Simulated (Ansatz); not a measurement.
## Molecular dynamics of CH8ClNOSi (part 3 of 3)

CH8ClNOSi; RKS B3LYP-D4/def2-SVP (Ansatz 0.2.0). It belongs to a series of runs on one base structure; here: dynamics from the highest image of the converged band.

Geometry of the input (Å):
```
Si -0.5377  0.1143  1.1508
N  0.4027  -0.5054  -0.3313
C  0.3151  0.3441  -1.5389
H  -0.4344  1.5772  1.1385
H  -0.1010  -0.6916  2.3073
O  -2.1327  -0.2407  0.7942
H  1.4312  -0.3494  0.1212
Cl 2.4486  0.5763  1.2072
H  0.2030  -1.4875  -0.5396
H  0.8043  1.2976  -1.2955
H  -0.7311  0.5161  -1.8318
H  0.8586  -0.1245  -2.3713
H  -2.5265  -1.0265  1.1891
```

### The program's output, continued
```
md step   196: t =    98.00 fs  T =   222.3 K  F+E_penalty+E_count = -25097.82257126 eV  E_kin = 0.316049 eV  conserved = -25097.50652191 eV  (26 SCF iters, 3 dispersion substeps)
md step   197: t =    98.50 fs  T =   253.3 K  F+E_penalty+E_count = -25097.86764421 eV  E_kin = 0.360185 eV  conserved = -25097.50745969 eV  (26 SCF iters, 3 dispersion substeps)
md step   198: t =    99.00 fs  T =   267.7 K  F+E_penalty+E_count = -25097.88790776 eV  E_kin = 0.380699 eV  conserved = -25097.50720882 eV  (26 SCF iters, 3 dispersion substeps)
md step   199: t =    99.50 fs  T =   266.3 K  F+E_penalty+E_count = -25097.88498283 eV  E_kin = 0.378600 eV  conserved = -25097.50638315 eV  (26 SCF iters, 3 dispersion substeps)
these checks for a lower state are left out or cut short: starts, cluster_reference, orbital_swaps, neighbouring_geometries, increment
1246 factors; integrals over basis functions are off by at most 7.1e-4 eV
mean field -25097.42428651 eV, -922.3133308842 hartree, gradient 6.3e-5 eV, S^2 0.000000; 0 other end points of the search recorded, 0 dependent functions left out
the calculation of the forces begins
reference -25097.42455484 eV, -922.3133407448 hartree; 30, 30 occupied and 88, 88 virtual orbitals, 1246 factors
1246 factors; integrals over basis functions are off by at most 7.1e-4 eV
mean field evaluation 1440: about -25097.4243 eV, gradient 8.8e-4 eV
mean field -25097.42428651 eV, -922.3133308842 hartree, gradient 6.3e-5 eV, S^2 0.000000; 1 other end points of the search recorded, 0 dependent functions left out
the calculation of the forces begins
reference -25097.42455484 eV, -922.3133407448 hartree; 30, 30 occupied and 88, 88 virtual orbitals, 1246 factors
md step   200: t =   100.00 fs  T =   256.6 K  F+E_penalty+E_count = -25097.87034727 eV  E_kin = 0.364782 eV  conserved = -25097.50556514 eV  (27 SCF iters, 3 dispersion substeps)
```

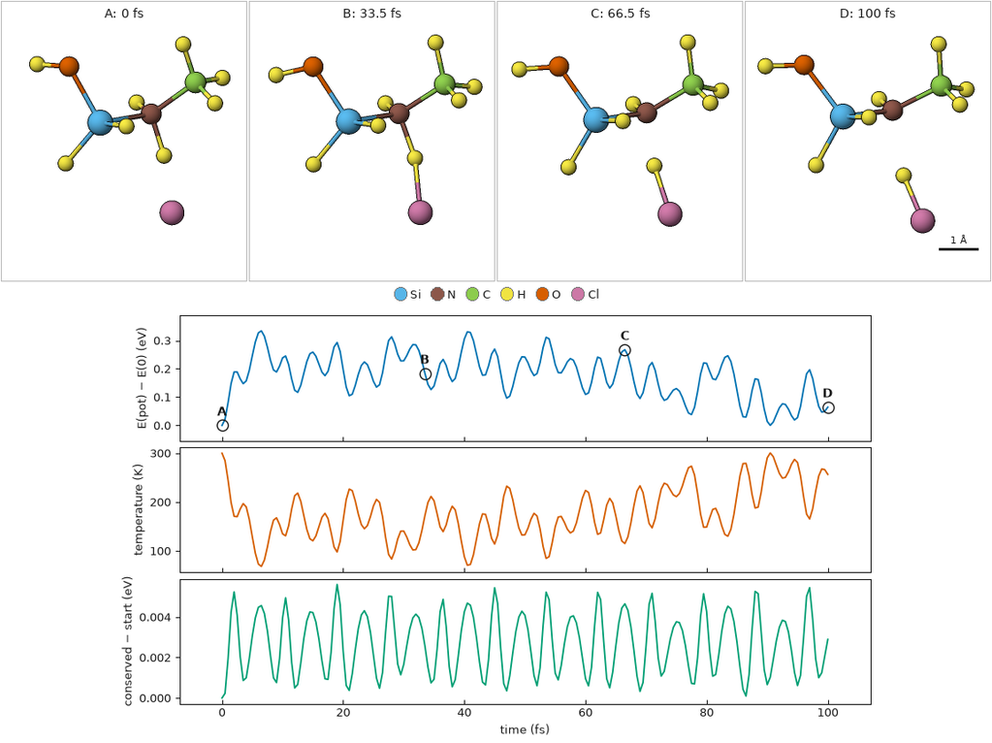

Fig. 1: Frames of the molecular dynamics (ball-and-stick, seen at a tilt) above the curves, on which the letters mark them. The trajectory kept here has 201 frames over 100 fs. The temperature starts at 300 K, ranges from 68 to 301 K and averages 198 K over the second half. The potential energy ends 0.065 eV above its first value. The conserved quantity stays within 0.0056 eV. After an unweighted best fit of the last frame on the first, the root-mean-square displacement is 0.29 Å, and H13 has moved furthest (0.53 Å).

```
Total energy: -25097.87061559 eV, -922.3297331751 hartree
Atom 0 at    -0.729611     0.153693     1.073448 Å, force    -0.679972    -0.242489    -0.503046 eV/Å
Atom 1 at     0.235390    -0.400568    -0.309204 Å, force    -0.293270    -0.802863     0.773137 eV/Å
Atom 2 at     0.413699     0.349162    -1.525271 Å, force    -0.687360     1.104640    -0.454082 eV/Å
Atom 3 at    -0.689414     1.636853     1.019871 Å, force    -0.047765    -0.019864     0.048563 eV/Å
Atom 4 at    -0.084175    -0.391944     2.286054 Å, force    -0.136189    -0.086506     0.178589 eV/Å
Atom 5 at    -2.291931    -0.457811     0.851287 Å, force    -0.823381    -0.446816     1.749467 eV/Å
Atom 6 at     1.670708    -0.160005     0.621201 Å, force     0.736924     0.596494    -0.000280 eV/Å
Atom 7 at     2.706079     0.571886     1.208382 Å, force    -0.609317    -0.537303    -0.307998 eV/Å
Atom 8 at     0.063480    -1.386574    -0.530898 Å, force     0.069264     0.102614     0.238565 eV/Å
Atom 9 at     0.832084     1.335758    -1.283971 Å, force     0.228033     0.040077     0.007593 eV/Å
Atom 10 at    -0.535270     0.568154    -2.087622 Å, force     0.397465    -0.344518     0.227963 eV/Å
Atom 11 at     1.109302    -0.159935    -2.190164 Å, force     0.252548    -0.137633    -0.273015 eV/Å
Atom 12 at    -2.892453    -0.745645     1.621761 Å, force     1.593020     0.774167    -1.685456 eV/Å
Dipole moment:    -0.696826    -0.338638    -0.132252 e Å
```

### Trajectory as extended XYZ (Å, eV, eV/Å), 8 of the 201 frames kept, from step=0 to step=200
```
13
Properties=species:S:1:pos:R:3:forces:R:3 step=0 time_fs=0.0 energy=-25097.93502 temperature=300.0
Si   -0.5377    0.1143    1.1508   -0.0004  -0.0001  -0.0002
N     0.4027   -0.5054   -0.3313   -0.0021  -0.0079   0.0070
C     0.3151    0.3441   -1.5389    0.0015   0.0044  -0.0063
H    -0.4344    1.5772    1.1385   -0.0002  -0.0001  -0.0005
H    -0.1010   -0.6916    2.3073   -0.0001  -0.0002  -0.0001
O    -2.1327   -0.2407    0.7942   -0.0020   0.0018  -0.0006
H     1.4312   -0.3494    0.1212   -0.0010   0.0009  -0.0012
Cl    2.4486    0.5763    1.2072    0.0001   0.0010  -0.0001
H     0.2030   -1.4875   -0.5396    0.0021   0.0002  -0.0016
H     0.8043    1.2976   -1.2955    0.0008  -0.0013   0.0007
H    -0.7311    0.5161   -1.8318    0.0009   0.0005   0.0004
H     0.8586   -0.1245   -2.3713   -0.0019   0.0009   0.0017
H    -2.5265   -1.0265    1.1891    0.0024  -0.0002   0.0009
13
Properties=species:S:1:pos:R:3:forces:R:3 step=29 time_fs=14.5 energy=-25097.68194 temperature=125.0
Si   -0.5479    0.1237    1.1149    0.1621   0.2534   0.6854
N     0.3914   -0.4807   -0.3145   -0.2047  -0.9701  -0.0778
C     0.3346    0.3504   -1.5155   -0.3897   0.4852  -0.3918
H    -0.5348    1.5876    1.0454    0.2336   0.1043   0.1003
H    -0.0266   -0.6640    2.2494   -0.0656   0.1052   0.1014
O    -2.1153   -0.2665    0.8231   -2.4945  -2.2968   1.3377
H     1.4077   -0.3807    0.2593    0.2338   0.4029  -0.5790
Cl    2.4496    0.5658    1.2028    0.0792  -0.0346   0.0832
H     0.1609   -1.4559   -0.5368    0.0371   0.0475   0.1094
H     0.7494    1.3307   -1.2345   -0.2126   0.0536  -0.1463
H    -0.7002    0.4207   -1.9546    0.6159   0.1260   0.6049
H     0.9674   -0.0518   -2.3006    0.4141  -0.2795  -0.2588
H    -2.6222   -0.9769    1.3771    1.5913   2.0031  -1.5685
13
Properties=species:S:1:pos:R:3:forces:R:3 step=57 time_fs=28.5 energy=-25097.64612 temperature=99.2
Si   -0.5516    0.1489    1.1174   -0.7547  -0.5103   0.1394
N     0.3898   -0.5044   -0.3172    0.4648   1.1898  -0.4452
C     0.3698    0.3744   -1.5352    0.5600  -0.6703   0.1934
H    -0.3522    1.6028    1.0844   -0.2960   0.0578  -0.1508
H    -0.0914   -0.5105    2.3569   -0.0703  -0.1308  -0.0545
O    -2.1792   -0.3178    0.8367    2.2958   2.3062  -1.9996
H     1.4922   -0.1942    0.0886   -0.2489  -0.5809   0.7807
Cl    2.4555    0.5555    1.1980    0.2293   0.1128  -0.1994
H     0.2412   -1.4974   -0.5116    0.0639   0.0733  -0.1523
H     0.6442    1.3990   -1.2411    0.3061  -0.2068   0.1275
H    -0.6304    0.4333   -1.9283   -0.6783  -0.1492  -0.6888
H     1.1202   -0.0232   -2.2695   -0.6687   0.3836   0.3375
H    -2.5085   -0.8821    1.4779   -1.2030  -1.8752   2.1121
13
Properties=species:S:1:pos:R:3:forces:R:3 step=86 time_fs=43.0 energy=-25097.75751 temperature=175.7
Si   -0.5994    0.1527    1.1272    0.6318  -0.0436  -0.6407
N     0.4093   -0.4649   -0.3404   -0.6188  -0.8599   1.1292
C     0.3852    0.3646   -1.5396    0.3077   0.3942  -0.0884
H    -0.5475    1.6114    0.9667    0.1418   0.0945   0.1345
H    -0.1783   -0.5090    2.3823    0.2250   0.0781  -0.0854
O    -2.1506   -0.3314    0.8557   -0.8470  -0.4773   0.2266
H     1.4523   -0.3428    0.3261    0.0934   0.5595  -0.7604
Cl    2.4737    0.5486    1.1904    0.1244  -0.0639   0.2151
H     0.2609   -1.4483   -0.5904   -0.1633   0.0428   0.2402
H     0.7002    1.3646   -1.2295   -0.1638   0.3287  -0.0903
H    -0.5913    0.3757   -2.0575    0.0320   0.0851   0.2841
H     1.1403    0.0365   -2.2560    0.2260  -0.2805  -0.1748
H    -2.5369   -0.8420    1.5863    0.0106   0.1422  -0.3897
13
Properties=species:S:1:pos:R:3:forces:R:3 step=114 time_fs=57.0 energy=-25097.71048 temperature=144.6
Si   -0.6142    0.1577    1.1099   -0.0260   0.2709   0.6228
N     0.3753   -0.4441   -0.2874    0.1955   0.5024  -1.2069
C     0.4221    0.3798   -1.5515   -1.6455  -0.4577   0.2507
H    -0.6072    1.6277    1.0111    0.0509   0.0282  -0.0210
H     0.0151   -0.4497    2.2968   -0.1872  -0.0705   0.0746
O    -2.1717   -0.3666    0.8646   -1.5745  -1.3216   1.3224
H     1.4507   -0.2337    0.1390   -0.0385  -0.1910   0.7212
Cl    2.5001    0.5437    1.1886    0.1910   0.1010  -0.1554
H     0.1870   -1.4348   -0.4641    0.1432   0.0183  -0.2062
H     0.6927    1.4157   -1.2955    0.0829  -0.2122   0.0617
H    -0.5825    0.3574   -2.0566    0.6404   0.1698   0.3247
H     1.1447   -0.0475   -2.2383    0.4579  -0.1129  -0.1884
H    -2.7501   -0.8672    1.5417    1.7099   1.2753  -1.6001
13
Properties=species:S:1:pos:R:3:forces:R:3 step=143 time_fs=71.5 energy=-25097.74022 temperature=165.7
Si   -0.6332    0.1715    1.1079   -0.6275  -0.8030  -0.9331
N     0.3229   -0.4042   -0.3059   -0.6982  -0.5084   0.8427
C     0.4135    0.3458   -1.5332    1.4673   0.5646  -0.2469
H    -0.5632    1.6491    1.0795   -0.0530  -0.0246   0.0285
H    -0.0644   -0.4701    2.3217   -0.1212   0.0632  -0.0009
O    -2.2055   -0.4100    0.8481    2.0181   1.9054  -2.2110
H     1.6195   -0.0879    0.4963   -0.6940  -0.6874  -0.9490
Cl    2.5389    0.5420    1.1848    1.6446   0.9241   1.0737
H     0.2248   -1.4034   -0.5007   -0.1013   0.0713   0.2151
H     0.7693    1.3670   -1.2958    0.0268  -0.1127  -0.0323
H    -0.5322    0.4727   -2.0487   -0.4885  -0.2124  -0.5660
H     1.2186   -0.1085   -2.1830   -0.8575   0.3588   0.2202
H    -2.5901   -0.8359    1.5563   -1.5156  -1.5391   2.5589
13
Properties=species:S:1:pos:R:3:forces:R:3 step=171 time_fs=85.5 energy=-25097.86766 temperature=253.7
Si   -0.6883    0.1562    1.0813    0.5367   0.4775   0.4769
N     0.2497   -0.4070   -0.2762    0.6640   0.3618  -0.8707
C     0.4236    0.3693   -1.5423   -0.3329  -0.8556   0.4918
H    -0.6005    1.6364    1.1182   -0.0106  -0.0131  -0.0923
H    -0.2634   -0.4603    2.3647    0.3153   0.0135  -0.0172
O    -2.1993   -0.4223    0.8457   -1.9267  -0.9858   1.3116
H     1.7031   -0.0608    0.3723    0.0406  -0.0132   0.4043
Cl    2.6124    0.5546    1.1971    0.2164   0.0097  -0.1535
H     0.1046   -1.4037   -0.4276    0.0669  -0.0515  -0.2335
H     0.8601    1.3458   -1.3050   -0.1622   0.1618  -0.0291
H    -0.5056    0.4383   -2.1252   -0.2239   0.4015   0.1273
H     1.1148   -0.1529   -2.2076    0.4162  -0.1558   0.0097
H    -2.5807   -0.8213    1.6791    0.4003   0.6491  -1.4254
13
Properties=species:S:1:pos:R:3:forces:R:3 step=200 time_fs=100.0 energy=-25097.87035 temperature=256.6
Si   -0.7296    0.1537    1.0734   -0.6800  -0.2425  -0.5030
N     0.2354   -0.4006   -0.3092   -0.2933  -0.8029   0.7731
C     0.4137    0.3492   -1.5253   -0.6874   1.1046  -0.4541
H    -0.6894    1.6369    1.0199   -0.0478  -0.0199   0.0486
H    -0.0842   -0.3919    2.2861   -0.1362  -0.0865   0.1786
O    -2.2919   -0.4578    0.8513   -0.8234  -0.4468   1.7495
H     1.6707   -0.1600    0.6212    0.7369   0.5965  -0.0003
Cl    2.7061    0.5719    1.2084   -0.6093  -0.5373  -0.3080
H     0.0635   -1.3866   -0.5309    0.0693   0.1026   0.2386
H     0.8321    1.3358   -1.2840    0.2280   0.0401   0.0076
H    -0.5353    0.5682   -2.0876    0.3975  -0.3445   0.2280
H     1.1093   -0.1599   -2.1902    0.2525  -0.1376  -0.2730
H    -2.8925   -0.7456    1.6218    1.5930   0.7742  -1.6855
```

### Results in brief

| quantity | value |
| --- | --- |
| outcome | finished |
| mean temperature over the second half | 198 K |
| trajectory | 200 steps, 100 fs |
| ensemble | nve |
| temperature in the input | 300.0 K |
| time step | 0.5 fs |
| potential energy (last step) | −25097.8706 eV |
| mean-field energy (last step) | −25097.4246 eV |
| largest force (length of the vector) (last step) | 2.445 eV/Å |
| hardware | 2 threads of AMD EPYC (Zen 5), 16 GiB of memory available, shared host |
| wall time | 5.2 min (CPU time 10 min) |
| peak memory | 0.3 GiB |

### Notes

So short a trajectory is not equilibrated.
